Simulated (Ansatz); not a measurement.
Start from AlHO2 (space group Pnnm, No. 58; a = 4.160 Å, b = 4.694 Å, c = 2.840 Å; a cell from a computed database, its experimental status unchecked). Axes: x, y, z lie along a, b, c of the conventional cell.

Perturbation: biaxial strain +0.60 %, plane normal [001], relaxed out of plane (Cartesian); in-plane vectors clamped, the third vector and the atoms free.

Computed with Kohn–Sham DFT with the PBEsol functional, run in Ansatz (a first-principles code) with PAW and 420 eV plane waves, scalar-relativistic without spin-orbit coupling.

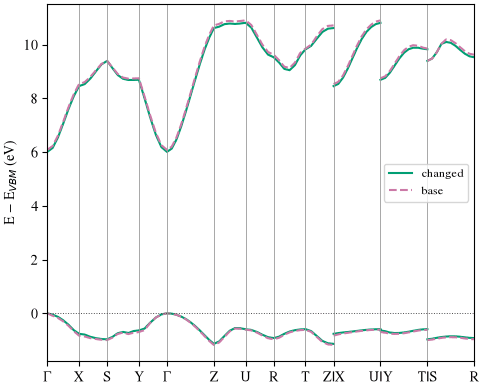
*Highest valence and lowest conduction band along the path, each from its own valence-band maximum*

Q: Read the changed gap and its character from the plot.

A: About 6.0 eV, direct at Γ.

Whether these cells are dynamically stable was not tested.
